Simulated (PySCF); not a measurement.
# H5NSi, SMILES `N[SiH3]`: electronic structure

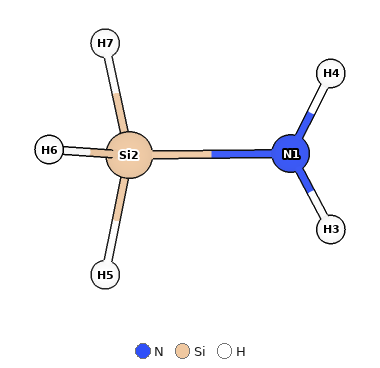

The molecule, with its atoms numbered as below. No frequency check shows the geometry to be a minimum.

Geometry (Å), atoms numbered from 1:

```
N1      -1.1407    0.0003    0.0682
Si2      0.5808    0.0004   -0.0022
H3      -1.6365   -0.8246   -0.2298
H4      -1.6375    0.8202   -0.2404
H5       0.9868   -1.2149    0.6985
H6       1.1558   -0.0144   -1.3572
H7       0.9854    1.2255    0.6826
```

## 1. Bonding charge

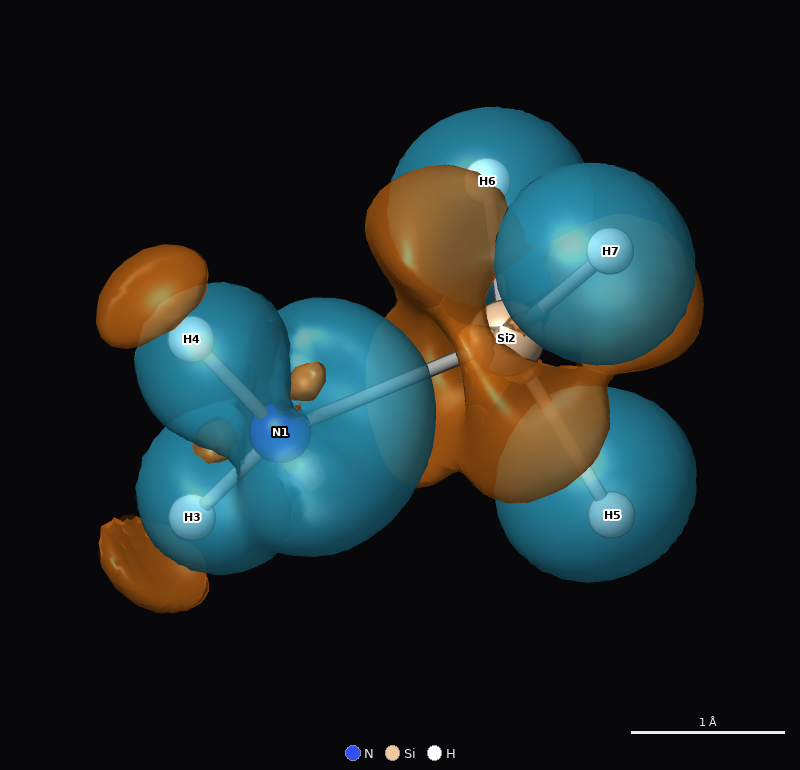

Deformation density (molecule less spherical, spin-averaged free atoms at the same positions), surfaces at ±0.07 e/Å³; light blue: gain, orange: loss.

Method: TPSSh/def2-TZVP; geometry: GFN2-xTB; program: PySCF.

**Describe the bonding that the map shows.**

N1–H4 and N1–H3: +0.80 e/Å³ at the bond critical point (bond length 1.01 Å, Mayer order 0.9). Si2–H5 and Si2–H7: +0.22 e/Å³ at the bond critical point (bond length 1.46 Å, Mayer order 1.0). Si2–H6: +0.22 e/Å³ at the bond critical point (bond length 1.47 Å, Mayer order 0.9). N1–Si2: +0.14 e/Å³ at the bond critical point (bond length 1.72 Å, Mayer order 1.2). In all, 1.6 electrons gather in the regions of gain relative to the promolecule. A small or negative value marks a very polar bond, one between electron-rich atoms, whose free-atom densities already overlap strongly, a long bond to a heavier atom, or a closed-shell contact such as a hydrogen bond.

**Where do the Hirshfeld charges lie?**

The highest Hirshfeld charge is on Si2 (+0.35 e), the lowest on N1 (−0.31 e).

```json
{"atom": "N1", "charge (e)": "−0.31"}
{"atom": "Si2", "charge (e)": "+0.35"}
{"atom": "H3", "charge (e)": "+0.11"}
{"atom": "H4", "charge (e)": "+0.11"}
{"atom": "H5", "charge (e)": "−0.09"}
{"atom": "H6", "charge (e)": "−0.10"}
{"atom": "H7", "charge (e)": "−0.09"}
```

## 2. Bond critical points

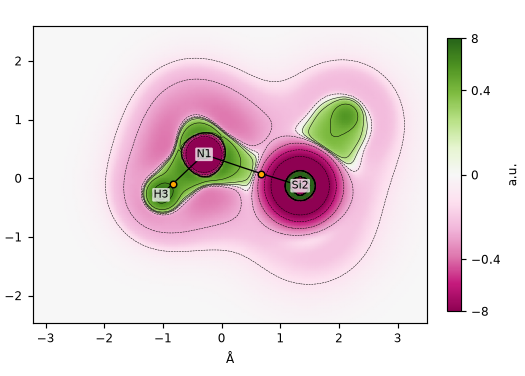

Negative Laplacian of the density (−∇²ρ) in the plane of N1, Si2 and H3 (green positive, pink negative, colour scale in a.u., logarithmic beyond ±0.04), with bond paths and bond critical points (dots).

**Sort the bonds in the plane by the sign of ∇²ρ at their critical points.**

Concentrated (∇²ρ < 0): N1–H3 (−1.63 a.u.). Depleted (∇²ρ > 0): N1–Si2 (+0.58 a.u., H = −0.057). A positive Laplacian with clearly negative H marks a strongly polar covalent bond, whose critical point lies close to the core of the less electronegative atom.

**Where along N1–H3 does the critical point lie?**

0.74 Å from N1 and 0.27 Å from H3.

## 3. Electrostatic potential

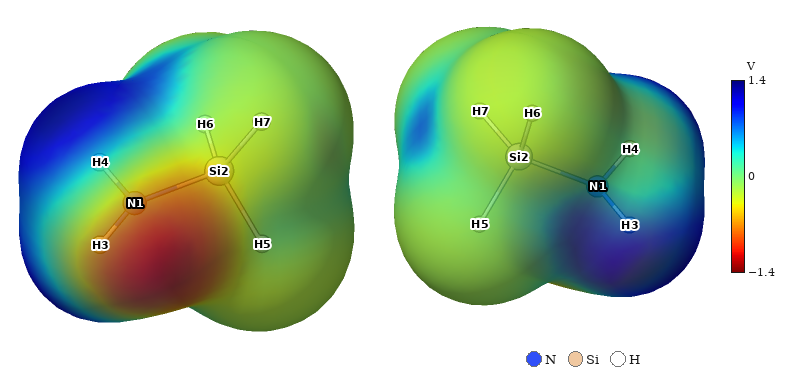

Electrostatic potential on the surface of electron density 0.001 a.u. (back view left, front view right).

**Where are the extremes of the potential on the surface?**

Highest: 1.33 V, 1.3 Å from H4. Further maxima include 0.79 V, near Si2 (2.00 Å), H5 (2.04 Å), H7 (2.06 Å) and H6 (2.13 Å); 0.04 V, near H5 (1.94 Å), H7 (1.97 Å) and Si2 (2.10 Å). Lowest: −1.17 V, 2.0 Å from N1. Further minima include −0.23 V, 1.5 Å from H6. The surface is sampled at points, so like sites can differ by a few per cent and only the strongest of them is named.

**What volume does the surface enclose, and what is the dipole moment?**

About 76 Å³; the dipole moment is 1.2 D.

## 4. Excited states

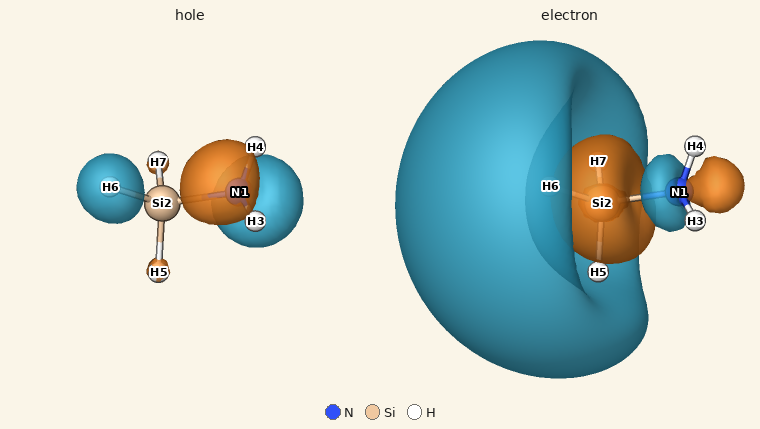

Leading natural transition orbital pair of S₂ (TDA singlet states); the surfaces enclose about 78 % of each orbital's density.

PySCF calculation, B3LYP/6-31+G*, gas phase; geometry: GFN2-xTB.

**Where does the state lie, and where do hole and electron sit?**

6.74 eV (184 nm), f = 0.034, diffuse (Rydberg-like) orbital; the leading pair carries 100 %; hole on N1 (62 %), Si2 (14 %) and H6 (10 %), electron on Si2 (69 %), H6 (11 %) and H5 and H7 (8 % each) (atom shares of so diffuse an orbital are rough); their centroids lie 2.7 Å apart. In canonical orbitals it is mainly HOMO → LUMO+1 (99 %). The HOMO–LUMO gap is 6.68 eV.

## 5. In an electric field

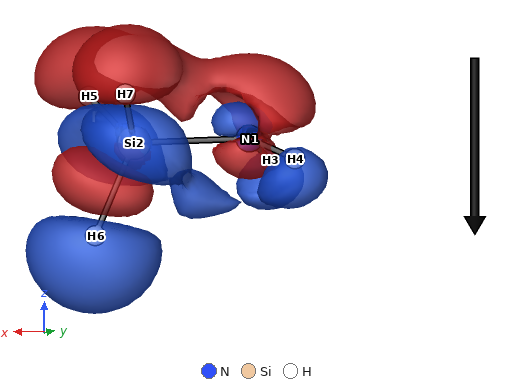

Change of the electron density in a uniform field of 0.51 V/Å along −z (arrow), surfaces at ±0.003 e/Å³ (red: gain, blue: loss).

PySCF calculation, PBE0/def2-SVP, gas phase; geometry: GFN2-xTB. A basis without diffuse functions makes polarisabilities too small.

The field was applied in both directions; the picture shows the one opposite to the script's first.

**What dipole is induced, and what polarisability does it imply?**

The induced dipole is 0.72 D (along the field); α along this axis, from the fields in both directions, is 28 bohr³ (4.2 Å³).

## 6. Removing or adding an electron

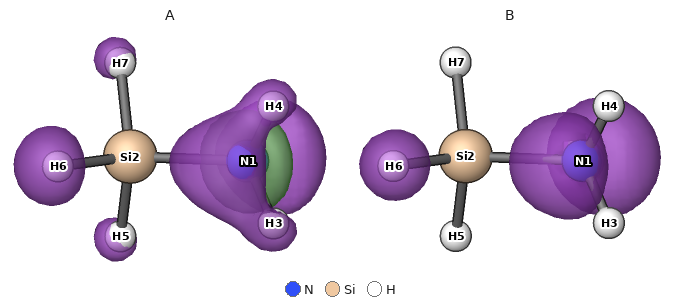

The Fukui function f⁻ from two separate SCF calculations and the density of the HOMO, at ±0.05 e/Å³ (purple positive, green negative).

PySCF calculation, B3LYP/6-311+G**, gas phase; geometry: GFN2-xTB.

**Which panel is which, and how good is the frozen-orbital picture?**

A is f⁻ (it has negative regions), B the HOMO density. The HOMO lies on N1 (63 %), Si2 (13 %) and H6 (10 %); f⁻ (Hirshfeld-condensed) is largest on N1 (0.34); the vertical ionisation energy is 9.86 eV. Relaxation shifts 29 % of the electron between atoms. The orbital energy is −7.15 eV.

## 7. Stretching a bond

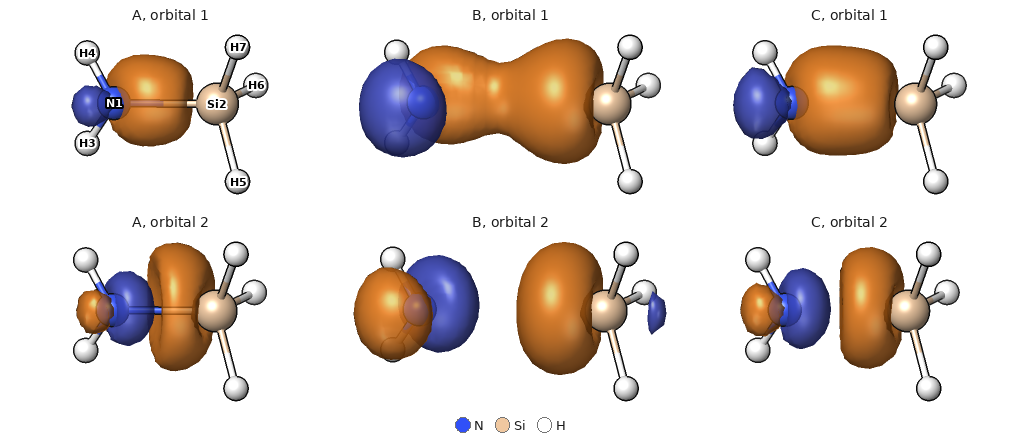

Rigid stretch of the N1–Si2 bond. The two CASSCF(2,2) natural orbitals nearest half filling (orbital 1 the more occupied).

Computed with PySCF, def2-SVP basis, geometry: GFN2-xTB.

**The columns are at 1.82, 2.18 and 3.28 Å, in some order. Assign them, and give the occupations.**

A: 1.82 Å, occupations 1.98 and 0.02. B: 3.28 Å, occupations 1.35 and 0.65. C: 2.18 Å, occupations 1.95 and 0.05.

**Where does the UHF solution part from RHF?**

Between 2.18 Å (⟨S²⟩ = 0, the two coincide) and 2.46 Å (⟨S²⟩ = 0.23); at 5.10 Å ⟨S²⟩ is 1.01 and UHF lies 5.4 eV below RHF.

**How much energy does the stretch cost?**

By CASSCF, 3.8 eV from the lowest point of the scan (1.82 Å) to 5.10 Å; RHF gives 8.6 eV from its own lowest point. The fragments aren't relaxed and dynamic correlation is missing, so this isn't a bond dissociation energy.
